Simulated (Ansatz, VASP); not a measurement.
# C (Diamond): VASP beside Ansatz

Wanted: the spread between two codes on one cell, functional and k mesh.

Program: Ansatz 0.2.0. Level of theory: plane waves, with VASP 6.6.1 beside it; G0W0 gap at PBE. Results are calculated unless marked as measured.

## Step 1: The starting structure

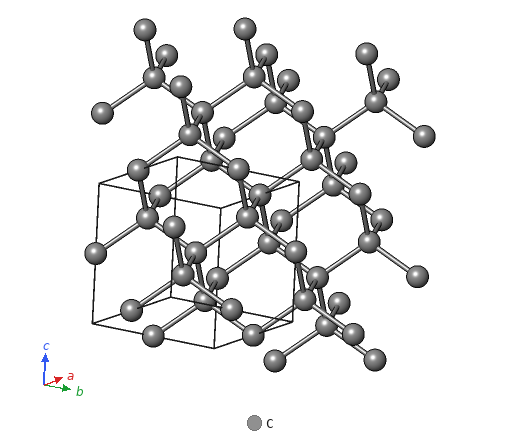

Start, viewed from a free direction; carbon grey. 1×2×2 cells are drawn. This picture shows the conventional cell, with its axes. Some periodic images of atoms are drawn too.

## Step 2: Ansatz: G0W0 gap, PBE

Ansatz runs on its default PAW (the set named soft_2) files.

Quasiparticle shifts depend on high empty states and on the cores, so they are the hardest test of two PAW sets.

input.yaml

```yaml
crystal:
  lattice:
    - [0.0, 1.78337, 1.78337]
    - [1.78337, 0.0, 1.78337]
    - [1.78337, 1.78337, 0.0]
  atoms:
    - { symbol: C, position: [0.0, 0.0, 0.0] }
    - { symbol: C, position: [0.25, 0.25, 0.25] }
hamiltonian:
  xc: pbe
  pseudopotentials: { kind: paw }
kpoints:
  mp_grid: { grid: [10, 10, 10] }
scf:
  occupations: { method: fixed }
gw:
  n_empty_bands: 28
  ecut_chi: 100.0
  qp_bands: [v2, c2]
  qp_kpoints: band_edges
  screening: { model: contour_deformation }
```

Started as:

```sh
ansatz run input.yaml --threads 4 --pin off --max-ram 9216MiB --backend cpu --events-out ev --progress --plain --runs-dir out
```

Numbers of over 12 decimals in the logs are rounded to 6 here.

The program printed:

```text
Engine: ansatz 0.2.0, aarch64-unknown-linux-gnu
Pseudopotentials: kind: paw
Pseudopotential: C, paw, valence charge 4, recommended cutoff 420 eV (normal), C.paw.azcp
Functional definition: PBE
  parameter kappa = 0.804
  parameter beta = 0.066725
  exchange = pbe_x(kappa = kappa, mu = beta*pi^2/3)
  correlation = pbe_c(beta = beta)
Crystal: 2 atoms, lattice volume = 11.344 Å³
Basis set: ecut = 420 eV, 229 PW (Γ)
Bands: 8, of which v1, the nominal top of the filled ones, is band 4 counted from 1 (3 counted from 0)
Symmetry: 48 space group operations
Space group: Fd-3m (ITA 227), of the structure as read, at distance tolerance 2.2e-5 Å
k-points: 47 of 1000
Non-local potential: C, projectors of the file, l = 0: 2, l = 1: 2, l = 2: 1
PAW form: soft (Blöchl's): semilocal exchange-correlation on the pseudo side does not see the compensation charge
PAW one-centre angular grid: C, 110 points (default); XC on 64 Gauss nodes
Initial density: superposition of atomic densities (neutral atoms: chi_scale 0, normalization atom), corrected by the library's trained network
Initial wavefunctions: pseudopotential atomic-orbital guess
Functional: x = pbe(κ = 0.804, μ = 0.219515), c = pbe(β = 0.066725)
SCF iter   1: F=—  HF=-501.615243 eV  |F-HF|=—  |Δ(HF+E_count)|=         —  Δρ=1.77e-3  dr2=9.60e-5  ethr=1.77e-3  ⟨swp⟩=3.9  Hψ=2240  notcnv=0  defer=69
preconditioner: auto → none  [insulator: Δε(μ)=4.187 eV  Ē_g=19.631 eV  n_scr=0 (ndim 8)  ℏωp=31.2 eV  f_vac=0.000  ε∞_Penn≈3.5]
SCF iter   2: F=—  HF=-501.615270 eV  |F-HF|=—  |Δ(HF+E_count)|=   2.65e-5  Δρ=8.81e-4  dr2=2.10e-5  ethr=1.20e-6  ⟨swp⟩=2.3  Hψ=949  notcnv=0  defer=83
SCF iter   3: F=—  HF=-501.615324 eV  |F-HF|=—  |Δ(HF+E_count)|=   5.45e-5  Δρ=8.88e-5  dr2=5.95e-7  ethr=2.62e-7  ⟨swp⟩=2.2  Hψ=603  notcnv=0  defer=94
iter 4 did not close the SCF: its close was put off for the readings that it lacked (scf_convergence_deferred on its scf_iter line)
SCF iter   4: F=-501.615324 eV  HF=-501.615324 eV  |F-HF|=5.78e-9  |Δ(HF+E_count)|=   2.54e-9  Δρ=2.59e-5  dr2=4.27e-8  ethr=7.44e-9  ⟨swp⟩=2.0  Hψ=562  notcnv=0  defer=94
iter 5 did not close the SCF: its close was put off for the readings that it lacked (scf_convergence_deferred on its scf_iter line)
SCF iter   5: F=-501.615324 eV  HF=-501.615324 eV  |F-HF|=5.23e-10  |Δ(HF+E_count)|=  2.46e-10  Δρ=6.39e-6  dr2=2.70e-9  ethr=5.34e-10  ⟨swp⟩=2.1  Hψ=565  notcnv=0  defer=94
SCF iter   6: F=-501.615324 eV  HF=-501.615324 eV  |F-HF|=1.47e-11  |Δ(HF+E_count)|=  1.47e-10  Δρ=8.42e-7  dr2=5.02e-11  ethr=3.38e-11  ⟨swp⟩=3.9  Hψ=1874  notcnv=0
SCF 1 converged in 6 iterations: F = -501.615324 eV  dr2 = 5.02e-11
  greatest PAW one-centre occupation: 0.644 electrons in one spin orbital (limit 2), on the C atom at site 1 (counted from 0), in its partial waves of l = 0
NSCF: frozen V_eff on 47 k-points
G₀W₀ screening: q 1/47
G₀W₀ screening: q 2/47 (q-point 33)
G₀W₀ screening: q 3/47 (q-point 34)
G₀W₀ screening: q 4/47 (q-point 37)
G₀W₀ screening: q 5/47 (q-point 38)
G₀W₀ screening: q 6/47 (q-point 39)
G₀W₀ screening: q 7/47 (q-point 42)
G₀W₀ screening: q 8/47
G₀W₀ screening: q 9/47
G₀W₀ screening: q 10/47
G₀W₀ screening: q 11/47
G₀W₀ screening: q 12/47
G₀W₀ screening: q 13/47
G₀W₀ screening: q 14/47
G₀W₀ screening: q 15/47 (q-point 17)
G₀W₀ screening: q 16/47 (q-point 18)
G₀W₀ screening: q 17/47 (q-point 19)
G₀W₀ screening: q 18/47 (q-point 20)
G₀W₀ screening: q 19/47 (q-point 21)
G₀W₀ screening: q 20/47 (q-point 24)
G₀W₀ screening: q 21/47 (q-point 25)
G₀W₀ screening: q 22/47 (q-point 26)
G₀W₀ screening: q 23/47 (q-point 29)
G₀W₀ screening: q 24/47 (q-point 32)
G₀W₀ screening: q 25/47 (q-point 35)
G₀W₀ screening: q 26/47 (q-point 36)
G₀W₀ screening: q 27/47 (q-point 40)
G₀W₀ screening: q 28/47 (q-point 41)
G₀W₀ screening: q 29/47 (q-point 43)
G₀W₀ screening: q 30/47 (q-point 45)
G₀W₀ screening: q 31/47 (q-point 46)
G₀W₀ screening: q 32/47 (q-point 15)
[...]
G₀W₀ self-energy: k 1/17
G₀W₀ self-energy: k 2/17
G₀W₀ self-energy: k 3/17
G₀W₀ self-energy: k 4/17
G₀W₀ self-energy: k 5/17
G₀W₀ self-energy: k 6/17
G₀W₀ self-energy: k 7/17
G₀W₀ self-energy: k 8/17
G₀W₀ self-energy: k 9/17
G₀W₀ self-energy: k 10/17
G₀W₀ self-energy: k 11/17
G₀W₀ self-energy: k 12/17
G₀W₀ self-energy: k 13/17
G₀W₀ self-energy: k 14/17
G₀W₀ self-energy: k 15/17
G₀W₀ self-energy: k 16/17
G₀W₀ self-energy: k 17/17
G₀W₀ screening: q 1/47
[...]
G₀W₀ screening: q 8/47
G₀W₀ screening: q 9/47
G₀W₀ screening: q 10/47
G₀W₀ screening: q 11/47
G₀W₀ screening: q 12/47
G₀W₀ screening: q 13/47
G₀W₀ screening: q 14/47
[...]
G₀W₀ screening: q 40/47 (q-point 4)
G₀W₀ screening: q 41/47 (q-point 5)
G₀W₀ screening: q 42/47 (q-point 7)
G₀W₀ screening: q 43/47 (q-point 16)
G₀W₀ screening: q 44/47 (q-point 23)
G₀W₀ screening: q 45/47 (q-point 28)
G₀W₀ screening: q 46/47 (q-point 6)
G₀W₀ screening: q 47/47 (q-point 31)
G₀W₀ self-energy: k 18/19
G₀W₀ self-energy: k 19/19
NSCF: frozen V_eff on 1 k-points
NSCF: frozen V_eff on 1 k-points
SCF converged after 6 iterations
Free energy (F): -501.615324 eV
Harris-Foulkes:  -501.615324 eV  (|F-HF|=1.47e-11)
Internal energy: -501.615324 eV  (E = F + TS)
E sigma→0 (E₀):  -501.615324 eV
Fermi energy:    13.316477 eV
--- Per-component energies (eV) ---
  E_band       = 34.706836
  E_kinetic    = 184.537324
  E_local      = -122.400187  (includes V_loc(G=0)·N_el)
  E_nonlocal   = 53.315131
  E_hartree    = 26.768689
  E_xc         = -97.431629
  E_vxc        = -120.957417  (∫ρ·V_xc dr)
  E_paw        = -198.443306  (= ΣΔE_a)
  E_vpaw       = -13.325351  (= ΣTr[D̂ρ^β])
  E_aug_tail   = 0.000018  (compensation charges beyond the density's cutoff)
  E_ewald      = -347.961363
  E_smearing   = -0.000000  (= −TS)
  E_closure    = 0.000000  (closes the sum)
  Σ components = -501.615324   (vs F -501.615324, Δ=0.00e0)
--- Band table (eV; the first three rows and the last of 47) ---
  k-point 0: bands = ["-8.1626", "13.3165", "13.3165", "13.3165", "18.9104", "18.9104", "18.9104", "26.5945"]
  k-point 1: bands = ["-7.8859", "11.6392", "12.8694", "12.8694", "19.4967", "19.4967", "19.8533", "26.8340"]
  k-point 2: bands = ["-7.0609", "8.4335", "11.9903", "11.9903", "20.6264", "20.6264", "21.0534", "27.5001"]
  k-point 46: bands = ["1.2391", "1.2391", "5.1889", "5.1889", "22.6935", "22.6935", "26.7977", "26.7977"]
--- G₀W₀: contour deformation, 6 samples at zero and on the imaginary axis and 2 off it, 1000 q-points, 28 empty bands' worth ---
  eigenvalues of the whole cell's RPA ε∞ on this k-mesh (on a slab, of 1 + 4πα/V) = 5.7236, 5.7236, 5.7236; static W/v taken at q = 0 is 0.174716
  bands read: the sum over 32 bands ends inside a degenerate multiplet in 4 slots, whose members it reads at an even weight; the widest, k=0: bands 31 to 33 (counted from 1) at 2/3 each
  gw.qp_kpoints: band_edges: 19 of 47 stored k-points solved, in 2 passes; an edge of the gap read off the rows below is read off those points alone
    valence top: of the k-points left out ik 7 came nearest to being solved in a further pass, in band 4 (counted from 1, as in the quasiparticle table): it holds the edge there only if its correction is more favourable than any solved in that band by at least 1.340 eV; those differ by 0.641 eV
    conduction bottom: of the k-points left out ik 16 came nearest to being solved in a further pass, in band 5 (counted from 1, as in the quasiparticle table): it holds the edge there only if its correction is more favourable than any solved in that band by at least 0.930 eV; those differ by 0.666 eV
    ik  band        ε_KS         Σx   Σc(E_QP)       V_xc       Z   E_QP_lin       E_QP  E_QP is
     0     3     13.3165   -20.0597     2.0558   -17.7650  0.8309    13.0773    13.0776  root
     0     4     13.3165   -20.0597     2.0558   -17.7650  0.8309    13.0773    13.0776  root
     0     5     18.9104   -10.2903    -4.7494   -16.3827  0.8314    20.2613    20.2534  root
     0     6     18.9104   -10.2903    -4.7494   -16.3827  0.8314    20.2613    20.2534  root
     1     3     12.8694   -20.0410     2.1524   -17.6198  0.8297    12.6004    12.6007  root
     1     4     12.8694   -20.0410     2.1524   -17.6198  0.8297    12.6004    12.6007  root
     1     5     19.4967   -10.2541    -4.9065   -16.5406  0.8292    20.8856    20.8768  root
     1     6     19.4967   -10.2541    -4.9065   -16.5406  0.8292    20.8856    20.8768  root
     2     3     11.9903   -20.2123     2.4309   -17.4368  0.8267    11.6452    11.6457  root
     2     4     11.9903   -20.2123     2.4309   -17.4368  0.8267    11.6452    11.6457  root
     2     5     20.6264    -9.9374    -5.2820   -16.6726  0.8249    22.0909    22.0796  root
     2     6     20.6264    -9.9374    -5.2820   -16.6726  0.8249    22.0909    22.0796  root
     3     3     11.1979   -20.4844     2.7242   -17.3389  0.8237    10.7758    10.7766  root
     3     4     11.1979   -20.4844     2.7242   -17.3389  0.8237    10.7758    10.7766  root
     3     5     21.4516    -9.4546    -5.5492   -16.4756  0.8231    22.9362    22.9235  root
     3     6     21.4516    -9.4546    -5.5492   -16.4756  0.8231    22.9362    22.9235  root
     4     3     10.6846   -20.6929     2.9214   -17.3002  0.8217    10.2123    10.2134  root
     4     4     10.6846   -20.6929     2.9214   -17.3002  0.8217    10.2123    10.2134  root
     4     5     21.7447    -9.0706    -5.6121   -16.1220  0.8244    23.1963    23.1841  root
     4     6     21.7447    -9.0706    -5.6121   -16.1220  0.8244    23.1963    23.1841  root
     5     3     10.5092   -20.7684     2.9893   -17.2911  0.8209    10.0200    10.0211  root
     5     4     10.5092   -20.7684     2.9893   -17.2911  0.8209    10.0200    10.0211  root
     5     5     21.7839    -8.9347    -5.6091   -15.9634  0.8253    23.2153    23.2035  root
     5     6     21.7839    -8.9347    -5.6091   -15.9634  0.8253    23.2153    23.2035  root
[...]
43     3      6.3025   -21.0508     4.0868   -16.1528  0.8003     5.4862     5.4913  root
    43     4      6.3025   -21.0508     4.0868   -16.1528  0.8003     5.4862     5.4913  root
    43     5     19.4916    -8.9162    -5.0249   -14.8758  0.8383    20.4304    20.4263  root
    43     6     19.4916    -8.9162    -5.0249   -14.8758  0.8383    20.4304    20.4263  root
    46     3      5.1889   -20.8006     4.3438   -15.5772  0.7920     4.3020     4.3093  root
    46     4      5.1889   -20.8006     4.3438   -15.5772  0.7920     4.3020     4.3093  root
    46     5     22.6935    -8.3904    -5.7587   -15.3255  0.8237    23.8793    23.8700  root
    46     6     22.6935    -8.3904    -5.7587   -15.3255  0.8237    23.8793    23.8700  root
```

It took 19 s on 4 threads of Arm Neoverse V1, shared host; peak memory 0.3 GiB; 60 s of CPU time.

In the SCF lines HF is the Harris–Foulkes energy and dr2 the Hartree energy of the density residual, in eV; the loop may stop once dr2 is under the threshold and the program's other checks hold. Hψ counts applications of the Hamiltonian.

(Continued in part 2 of 2.)

[Lines on the potential files, build, host, timing and source positions are cut from VASP's logs without a mark.]

[Logs are printed without paths, hosts, clocks, repeated set-up lines and the standing remarks that a program may print on its own settings, such as how far it seeks lower states.]

[Hosts, paths, dates, database ids (printed as entryN), source tags and the programs' standing remarks are cut or masked in the printed files.]
